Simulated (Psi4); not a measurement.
# wB97X-V/def2-SVPD run of SiH2S2 (SMILES S[Si]S)

What is the vertical ionisation energy of SiH2S2 at wB97X-V/def2-SVPD? 

Program for the calculation: Psi4 1.11.

2 further runs of the same task are left out: 2 set aside as unsound or not needed.

### Step 1. The structure to begin with

SiH2S2: 5 atoms, total charge 0, spin state singlet. As SMILES, `S[Si]S`. The shape is that of a PBE0-D4/def2-TZVP optimisation. This is one conformer, not always the lowest.

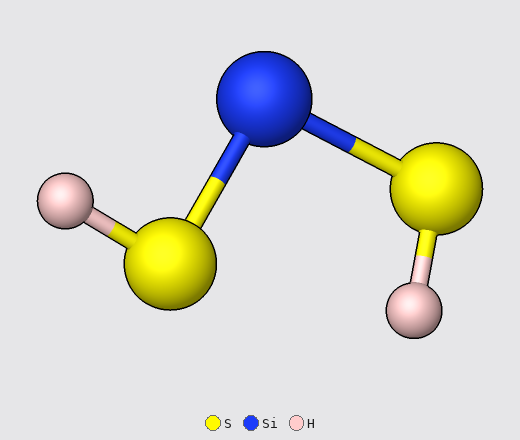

Viewed from a chosen angle; sulfur yellow, silicon blue, hydrogen pink.

### Step 2. A single-point energy at wB97X-V/def2-SVPD

job.in

```
memory 1600 MB

molecule geom {
  S     -0.640700    -1.023800    -0.541200
  Si    -0.655200     0.968900     0.237800
  S      1.426500     1.117300     0.734200
  H     -1.954700    -1.042200    -0.825100
  H      1.874100    -0.093900     0.352900
  units angstrom
  symmetry c1
  no_reorient
  no_com
}

set {
  basis def2-SVPD
  puream true
  e_convergence 1e-09
  d_convergence 1e-08
  scf_type pk
  dft_radial_points 99
  dft_spherical_points 590
}

energy_value, wavefunction = energy("wb97x-v", return_wfn=True)
```

On the command line:

```sh
$ psi4 -i job.in -o job.out -n 1
```

job.out, shortened:

```text
[...]
  Running in c1 symmetry.
[...]
  Nuclear repulsion =  175.698373892507874
[...]
  Multiplicity = 1
[...]
  Nalpha       = 24
  Nbeta        = 24
[...]
    Number of basis functions: 94
[...]
   @RKS iter   1: -1086.55613013162747   -3.52425e-01   3.01568e-03 ADIIS/DIIS
[...]
   @RKS iter  12: -1086.60807371551073   -2.04636e-12   4.50439e-09 DIIS
[...]
    Orbital Energies [Eh]
    ---------------------
    Doubly Occupied:
       1A    -88.868501     2A    -88.863815     3A    -66.180229
       4A     -8.065232     5A     -8.060666     6A     -6.026060
       7A     -6.022181     8A     -6.021740     9A     -6.019257
      10A     -6.017298    11A     -6.014725    12A     -5.436413
      13A     -3.792203    14A     -3.789082    15A     -3.785367
      16A     -0.896539    17A     -0.858978    18A     -0.610073
      19A     -0.549940    20A     -0.491041    21A     -0.426347
      22A     -0.417077    23A     -0.370272    24A     -0.345423
[...]
  @RKS Final Energy: -1086.60807371551073
   => Energetics <=
    Nuclear Repulsion Energy =            175.6983738925078740
    One-Electron Energy =               -1851.4710153385610738
    Two-Electron Energy =                 643.7344539340938354
    DFT Exchange-Correlation Energy =     -54.7672996715465175
    Empirical Dispersion Energy =           0.0000000000000000
    VV10 Nonlocal Energy =                  0.1974134679951733
    Total Energy =                      -1086.6080737155107272
[...]
 Multipole Moments:
 ------------------------------------------------------------------------------------
     Multipole            Electronic (a.u.)      Nuclear  (a.u.)        Total (a.u.)
 ------------------------------------------------------------------------------------
 L = 1.  Multiply by 2.5417464519 to convert [e a0] to [Debye]
 Dipole X            :         -6.5640342            6.2727569           -0.2912773
 Dipole Y            :        -26.5811006           26.3134914           -0.2676092
 Dipole Z            :        -11.4008231           11.2344218           -0.1664013
 Magnitude           :                                                    0.4291230
[...]
```

It took 74 s on 1 thread of Intel Xeon Platinum 8223CL at 3.00GHz (Skylake/Cascade Lake), shared host; peak memory 0.78 GiB.

### Step 3. The doublet cation

h2s2si.xyz

```xyz
5
H2S2Si
S     -0.640700    -1.023800    -0.541200
Si    -0.655200     0.968900     0.237800
S      1.426500     1.117300     0.734200
H     -1.954700    -1.042200    -0.825100
H      1.874100    -0.093900     0.352900
```

run_ase.py

```python
import numpy as np
from ase.calculators.psi4 import Psi4
from ase.io import read

atoms = read('h2s2si.xyz')
calc = Psi4(atoms=atoms, method='wb97x-v', basis='def2-SVPD', memory='1600MB', num_threads=1, charge=1, multiplicity=2, label='h2s2si', reference='uks')
calc.psi4.set_options({'puream': True, 'e_convergence': 1e-09, 'd_convergence': 1e-08, 'scf_type': 'pk', 'dft_radial_points': 99, 'dft_spherical_points': 590, 'maxiter': 200})
atoms.calc = calc

print(f'energy: {atoms.get_potential_energy():.6f} eV')
```

On the command line:

```sh
$ python run_ase.py
```

h2s2si.dat, shortened:

```text
[...]
  Running in c1 symmetry.
[...]
  Nuclear repulsion =  175.698373892507874
[...]
  Multiplicity = 2
[...]
  Nalpha       = 24
  Nbeta        = 23
[...]
    Number of basis functions: 94
[...]
   @UKS iter   1: -1086.17883969399486    2.48656e-02   3.41051e-03 ADIIS/DIIS
[...]
   @UKS iter  16: -1086.26475781488011   -5.22959e-12   5.21068e-09 DIIS
[...]
   @S^2 Observed:                7.565593694E-01
[...]
    Orbital Energies [Eh]
    ---------------------
    Alpha Occupied:
       1A    -89.100289     2A    -89.085467     3A    -66.469476
       4A     -8.294978     5A     -8.280391     6A     -6.256730
       7A     -6.253739     8A     -6.247546     9A     -6.242316
      10A     -6.237431    11A     -6.233654    12A     -5.721170
      13A     -4.076500    14A     -4.075621    15A     -4.071657
      16A     -1.118754    17A     -1.075810    18A     -0.845807
      19A     -0.761860    20A     -0.714406    21A     -0.639254
      22A     -0.628969    23A     -0.613895    24A     -0.574341
    Alpha Virtual:
      25A     -0.240471    26A     -0.161260    27A     -0.124820
[...]
  @UKS Final Energy: -1086.26475781488011
   => Energetics <=
    Nuclear Repulsion Energy =            175.6983738925078740
    One-Electron Energy =               -1840.2089405577055459
    Two-Electron Energy =                 632.6760269596668422
    DFT Exchange-Correlation Energy =     -54.6251170810896198
    Empirical Dispersion Energy =           0.0000000000000000
    VV10 Nonlocal Energy =                  0.1948989717403906
    Total Energy =                      -1086.2647578148801131
[...]
 Multipole Moments:
 ------------------------------------------------------------------------------------
     Multipole            Electronic (a.u.)      Nuclear  (a.u.)        Total (a.u.)
 ------------------------------------------------------------------------------------
 L = 1.  Multiply by 2.5417464519 to convert [e a0] to [Debye]
 Dipole X            :         -0.8695680           -0.2084042           -1.0779723
 Dipole Y            :          1.8583478           -1.6423088            0.2160390
 Dipole Z            :          0.5464669           -0.6886525           -0.1421856
 Magnitude           :                                                    1.1085639
[...]
```

Standard output:

```text
energy: -29558.769650 eV
```

It took 1.7 min on 1 thread of Intel Xeon Platinum 8223CL at 3.00GHz (Skylake/Cascade Lake), shared host; peak memory 0.78 GiB.

### Step 4. Summary of results

At wB97X-V/def2-SVPD:

| quantity | value |
| --- | --- |
| singlet SiH2S2: total energy | -1086.60807 Eh |
| singlet SiH2S2: dipole moment | 1.09 D |
| singlet SiH2S2: HOMO energy | -9.40 eV |
| singlet SiH2S2: LUMO energy | -0.24 eV |
| singlet SiH2S2: HOMO–LUMO gap | 9.16 eV |
| doublet cation: total energy | -1086.26476 Eh |
| doublet cation: HOMO energy (highest over α and β) | -15.60 eV |
| doublet cation: LUMO energy (lowest over α and β) | -9.35 eV |
| doublet cation: ⟨S²⟩ | 0.757 |
| vertical ionisation energy (to the doublet cation) | 9.342 eV |

**Reading.** The vertical ionisation energy comes to 9.34 eV (901 kJ/mol). −ε(HOMO) before ionisation, 9.40 eV, is 0.06 eV above this ionisation energy.
